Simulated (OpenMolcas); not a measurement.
Run report: LiH, relativistic diatomic calculation (part 2 of 2)

Continued. System: LiH. Method: SA-CASSCF(2,5)/XMS-CASPT2 + RASSI spin-orbit (X2C scalar, AMFI), ANO-RCC-VTZP (OpenMolcas).

### Log (extracts), continued
```
++ Dipole transition strengths (spin-free states):
     for osc. strength at least  1.00000000E-05
      From   To        Osc. strength     Einstein coefficients Ax, Ay, Az (sec-1)    Total A (sec-1)
         1    2       9.98248725E-02  0.00000000E+00  0.00000000E+00  5.46460737E+07  5.46460737E+07
         1    3       1.45944829E-02  0.00000000E+00  0.00000000E+00  2.75509142E+07  2.75509142E+07
         1    8       6.09908217E-01  5.60032067E+09  1.29199530E+05  0.00000000E+00  5.60044987E+09
         1    9       6.09908341E-01  1.29199539E+05  5.60032305E+09  0.00000000E+00  5.60045225E+09
         4    5       1.36153471E-01  0.00000000E+00  0.00000000E+00  4.09131963E+07  4.09131963E+07
         4    6       1.47598508E-03  3.45649686E+06  9.50476829E+01  0.00000000E+00  3.45659190E+06
         4    7       1.47598754E-03  9.50476290E+01  3.45650584E+06  0.00000000E+00  3.45660089E+06
         2    3       4.92680581E-02  0.00000000E+00  0.00000000E+00  1.98086295E+07  1.98086295E+07
         2    8       1.07035254E-02  5.61475594E+07  1.29532545E+03  0.00000000E+00  5.61488547E+07
         2    9       1.07035283E-02  1.29532525E+03  5.61475913E+07  0.00000000E+00  5.61488867E+07
         5    6       4.74648104E-05  4.57842042E+04  1.25906567E+00  0.00000000E+00  4.57854633E+04
         5    7       4.74659701E-05  1.25895115E+00  4.57853897E+04  0.00000000E+00  4.57866486E+04
         3    8       2.69837627E-04  7.40233504E+05  1.70777511E+01  0.00000000E+00  7.40250581E+05
         3    9       2.69840700E-04  1.70769511E+01  7.40242237E+05  0.00000000E+00  7.40259314E+05
 Electric-quadrupole - electric-quadrupole not included
 Electric-dipole - electric-octupole not included
 Electric-dipole - magnetic-quadrupole not included
   Eigenvalues of complex Hamiltonian:
  (Shifted by EMIN (a.u.) =         -8.0191159919)
 SO State       Relative EMIN(au)   Rel lowest level(eV)    D:o, cm**(-1)      Omega
     1            -0.0000000000        0.0000000000              0.0000         0.0
     2             0.1179876887        3.2106085700          25895.3045         1.0
     3             0.1179876887        3.2106085700          25895.3045         0.0
     4             0.1179876887        3.2106085700          25895.3045         1.0
     5             0.1305282930        3.5518557963          28647.6490         0.0
     6             0.2146955778        5.8421642939          47120.2328         1.0
     7             0.2146955778        5.8421642939          47120.2328         0.0
     8             0.2146955778        5.8421642939          47120.2328         1.0
     9             0.2423919595        6.5958212323          53198.8860         0.0
    10             0.3879565402       10.5568352623          85146.6186         0.0
    11             0.3879565402       10.5568352624          85146.6186         0.0
    12             0.3879652240       10.5570715610          85148.5245         1.0
    13             0.3879653502       10.5570749930          85148.5522         1.0
    14             0.3879740349       10.5573113171          85150.4583         2.0
    15             0.3879740349       10.5573113171          85150.4583         2.0
    16             0.5345936226       14.5470335493         117329.7382         1.0
    17             0.5345936822       14.5470351720         117329.7513         1.0
 Weights of the five most important spin-orbit-free states for each spin-orbit state.
 SO State  Total energy (au)           Spin-free states, spin, and weights
    1        -0.000000       1 0.0  1.0000    6 1.0  0.0000    7 1.0  0.0000    3 0.0  0.0000    5 1.0  0.0000
    2         0.117988       4 1.0  1.0000    6 1.0  0.0000    7 1.0  0.0000    8 0.0  0.0000    9 0.0  0.0000
    3         0.117988       4 1.0  1.0000    6 1.0  0.0000    7 1.0  0.0000    5 1.0  0.0000    2 0.0  0.0000
    4         0.117988       4 1.0  1.0000    6 1.0  0.0000    7 1.0  0.0000    8 0.0  0.0000    9 0.0  0.0000
    5         0.130528       2 0.0  1.0000    6 1.0  0.0000    7 1.0  0.0000    3 0.0  0.0000    1 0.0  0.0000
    6         0.214696       5 1.0  1.0000    7 1.0  0.0000    8 0.0  0.0000    9 0.0  0.0000    4 1.0  0.0000
    7         0.214696       5 1.0  1.0000    6 1.0  0.0000    7 1.0  0.0000    4 1.0  0.0000    1 0.0  0.0000
    8         0.214696       5 1.0  1.0000    6 1.0  0.0000    9 0.0  0.0000    8 0.0  0.0000    4 1.0  0.0000
    9         0.242392       3 0.0  1.0000    6 1.0  0.0000    7 1.0  0.0000    1 0.0  0.0000    4 1.0  0.0000
   10         0.387957       6 1.0  0.5036    7 1.0  0.4964    5 1.0  0.0000    4 1.0  0.0000    3 0.0  0.0000
   11         0.387957       6 1.0  0.5036    7 1.0  0.4964    3 0.0  0.0000    1 0.0  0.0000    2 0.0  0.0000
   12         0.387965       6 1.0  1.0000    9 0.0  0.0000    5 1.0  0.0000    4 1.0  0.0000    8 0.0  0.0000
   13         0.387965       7 1.0  1.0000    8 0.0  0.0000    5 1.0  0.0000    4 1.0  0.0000    9 0.0  0.0000
   14         0.387974       7 1.0  0.5036    6 1.0  0.4964    3 0.0  0.0000    5 1.0  0.0000    1 0.0  0.0000
   15         0.387974       7 1.0  0.5036    6 1.0  0.4964    3 0.0  0.0000    5 1.0  0.0000    1 0.0  0.0000
   16         0.534594       8 0.0  1.0000    7 1.0  0.0000    5 1.0  0.0000    4 1.0  0.0000    6 1.0  0.0000
   17         0.534594       9 0.0  1.0000    6 1.0  0.0000    5 1.0  0.0000    4 1.0  0.0000    7 1.0  0.0000
++ Dipole transition strengths (SO states):
        for osc. strength at least   1.00000000E-05
      From   To        Osc. strength     Einstein coefficients Ax, Ay, Az (sec-1)    Total A (sec-1)
         1    5       9.98248725E-02  0.00000000E+00  0.00000000E+00  5.46460737E+07  5.46460737E+07
         1    9       1.45944829E-02  0.00000000E+00  0.00000000E+00  2.75509142E+07  2.75509142E+07
         1   16       6.09908216E-01  5.60032067E+09  1.29199530E+05  0.00000000E+00  5.60044987E+09
         1   17       6.09908340E-01  1.29199539E+05  5.60032305E+09  0.00000000E+00  5.60045225E+09
         2    6       6.80767357E-02  0.00000000E+00  0.00000000E+00  2.04565982E+07  2.04565982E+07
         2    8       6.80767357E-02  0.00000000E+00  0.00000000E+00  2.04565982E+07  2.04565982E+07
         2   10       7.38132903E-04  8.70486640E+05  8.58026820E+05  0.00000000E+00  1.72851346E+06
         2   11       7.37805577E-04  8.70100622E+05  8.57646326E+05  0.00000000E+00  1.72774695E+06
         2   14       1.47603414E-03  1.71600465E+06  1.74092775E+06  0.00000000E+00  3.45693241E+06
         3    7       1.36153471E-01  0.00000000E+00  0.00000000E+00  4.09131963E+07  4.09131963E+07
         3   12       1.47598507E-03  3.45649683E+06  9.50476821E+01  0.00000000E+00  3.45659187E+06
         3   13       1.47598753E-03  9.50476281E+01  3.45650581E+06  0.00000000E+00  3.45660086E+06
         4    6       6.80767357E-02  0.00000000E+00  0.00000000E+00  2.04565982E+07  2.04565982E+07
         4    8       6.80767357E-02  0.00000000E+00  0.00000000E+00  2.04565982E+07  2.04565982E+07
         4   10       7.37805577E-04  8.70100622E+05  8.57646327E+05  0.00000000E+00  1.72774695E+06
         4   11       7.38132903E-04  8.70486640E+05  8.58026819E+05  0.00000000E+00  1.72851346E+06
         4   15       1.47603414E-03  1.71600465E+06  1.74092775E+06  0.00000000E+00  3.45693241E+06
         5    9       4.92680581E-02  0.00000000E+00  0.00000000E+00  1.98086294E+07  1.98086294E+07
         5   16       1.07035254E-02  5.61475594E+07  1.29532545E+03  0.00000000E+00  5.61488547E+07
         5   17       1.07035283E-02  1.29532525E+03  5.61475914E+07  0.00000000E+00  5.61488867E+07
         6   10       2.35606865E-05  6.25125572E-01  2.27241852E+04  0.00000000E+00  2.27248104E+04
         6   11       2.39023035E-05  2.30536734E+04  6.34255469E-01  0.00000000E+00  2.30543077E+04
         6   14       2.37338953E-05  1.13655825E+04  1.15309148E+04  0.00000000E+00  2.28964973E+04
         6   15       2.37338953E-05  1.13655825E+04  1.15309148E+04  0.00000000E+00  2.28964973E+04
         7   12       4.74648101E-05  4.57842037E+04  1.25906566E+00  0.00000000E+00  4.57854628E+04
         7   13       4.74659698E-05  1.25895113E+00  4.57853892E+04  0.00000000E+00  4.57866481E+04
         8   10       2.39023035E-05  2.30536734E+04  6.34255468E-01  0.00000000E+00  2.30543077E+04
         8   11       2.35606865E-05  6.25125573E-01  2.27241852E+04  0.00000000E+00  2.27248104E+04
         8   14       2.37338953E-05  1.13655825E+04  1.15309148E+04  0.00000000E+00  2.28964973E+04
         8   15       2.37338953E-05  1.13655825E+04  1.15309148E+04  0.00000000E+00  2.28964973E+04
         9   16       2.69837626E-04  7.40233504E+05  1.70777511E+01  0.00000000E+00  7.40250582E+05
         9   17       2.69840699E-04  1.70769511E+01  7.40242237E+05  0.00000000E+00  7.40259314E+05
 Electric-quadrupole - electric-quadrupole not included
 Electric-dipole - electric-octupole not included
 Electric-dipole - magnetic-quadrupole not included
```

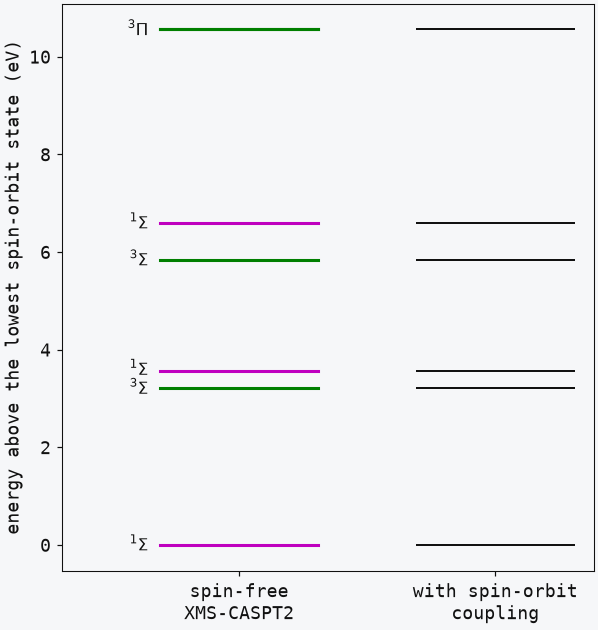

**Figure 1.** States up to 11 eV at 1.595 Å, without spin-orbit coupling (left, a colour for each spin multiplicity) and with it (right, where close levels merge). The spin-free states run ¹Σ (0.00 eV), ³Σ (3.21 eV), ¹Σ (3.55 eV), ³Σ (5.84 eV), ¹Σ (6.60 eV), ³Π (10.56 eV) from the lowest. The lowest spin-orbit levels have |Ω| = 0 (0 cm⁻¹), 0 (25,895 cm⁻¹), 1 (25,895 cm⁻¹), 0 (28,648 cm⁻¹), 0 (47,120 cm⁻¹).

Outcome of the run: converged.
